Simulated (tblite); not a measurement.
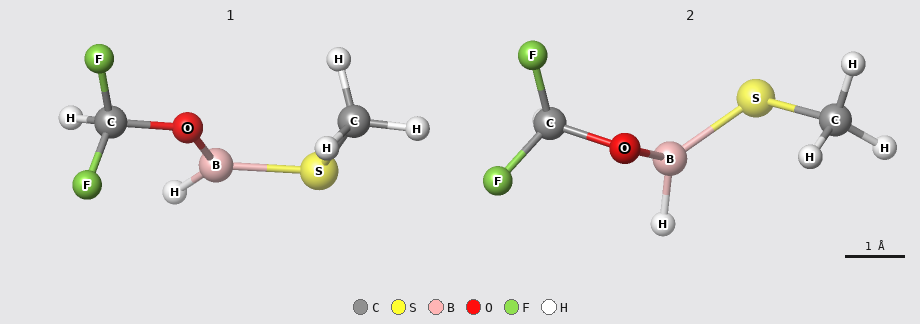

Two geometries of C₂H₅BF₂OS, drawn at one scale. One is the start of a relaxation, the other its converged end. Style: ball-and-stick. Shown from a free direction.

Level of theory: tblite, GFN2-xTB geometry optimisation, gas phase. 

Which geometry has the lower energy?

Structure 1 is the relaxed one. Over 70 geometry steps the energy falls by 183.1 kJ/mol. The S atom moves most after the best rigid fit: 1.30 Å. Largest moves by element: S 1.30 Å, H 1.08 Å, F 0.91 Å, O 0.78 Å, B 0.46 Å, C 0.41 Å. Among the contacts that change: B–O 1.484 → 1.367 Å, B–S 1.847 → 1.761 Å, C–O 1.402 → 1.341 Å, C–F 1.411 → 1.354 Å. Among the angles between lasting bonds that change: B–O–C 104.8° → 124.0°, O–B–H 112.2° → 122.5°, S–B–O 124.1° → 117.4°. Groups turn about B–O by about 80°, B–S by about 80°, C–S by about 60°.
